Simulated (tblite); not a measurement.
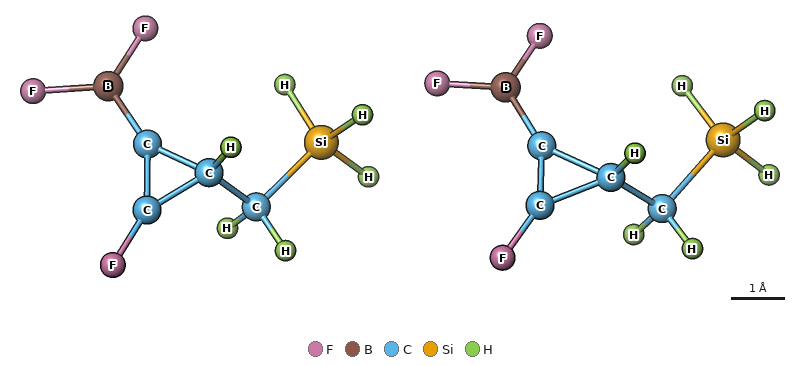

Two geometries of C$_{4}$H$_{6}$BF$_{3}$Si, drawn at one scale. One is the start of a relaxation, the other its converged end. The picture is a ball-and-stick view, seen from a free direction.

Method: GFN2-xTB geometry optimisation, gas phase (tblite 0.8.0). 

**Which of the two is the end point?**

The right one is the relaxed one. The energy falls by 1.801 eV in 67 geometry steps. An F atom moves most after the best rigid fit: 0.30 Å. By element the largest moves are F 0.30 Å, H 0.21 Å, C 0.18 Å, B 0.07 Å, Si 0.07 Å. Among the contacts that change: C–C 1.465 → 1.314 Å, C–C 1.402 → 1.545 Å, B–F 1.460 → 1.320 Å, B–F 1.428 → 1.320 Å. Bond angles that change, for instance: C–C–C 62.8° → 51.6°, C–C–C 58.3° → 67.1°, C–C–C 112.9° → 121.4°. The run took 0.78 s on 1 thread of Arm Neoverse N1 (shared host).
